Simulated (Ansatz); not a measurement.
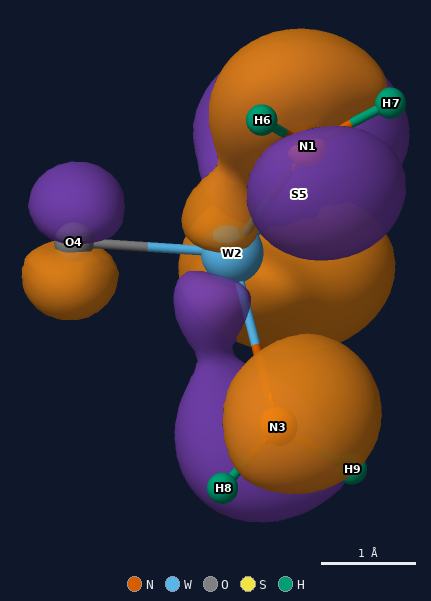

*H$_{4}$N$_{2}$OSW (SMILES [NH2][W]([NH2])(=[O])=[S]). The HOMO−1 at ±0.1 Å⁻³ᐟ² (orange and purple are the two phases), seen at an oblique angle.*

Geometry: PBE0-D4/def2-TZVP; core potentials replace the inner electrons of W.

Method: RKS PBE0-D4/def2-TZVPP in Ansatz.

```xyz
9

N    -1.2151    1.1163   -0.2635
W     0.2669   -0.0997   -0.5478
N     0.7289   -1.0486    1.0775
O    -0.2535   -1.2641   -1.6728
S     1.9708    1.0391   -1.1799
H    -2.1747    0.8738   -0.4565
H    -1.1161    2.0852   -0.0035
H     0.3758   -1.9661    1.3019
H     1.4169   -0.7359    1.7446
```

What is the character of this orbital?

Its weight (Hirshfeld) is mainly on S5 (about 40 %), N1 (about 20 %), N3 (about 20 %) and W2 (about 10 %); largely a combination of lone pairs on S5, N1 and N3. Its energy is −7.39 eV.
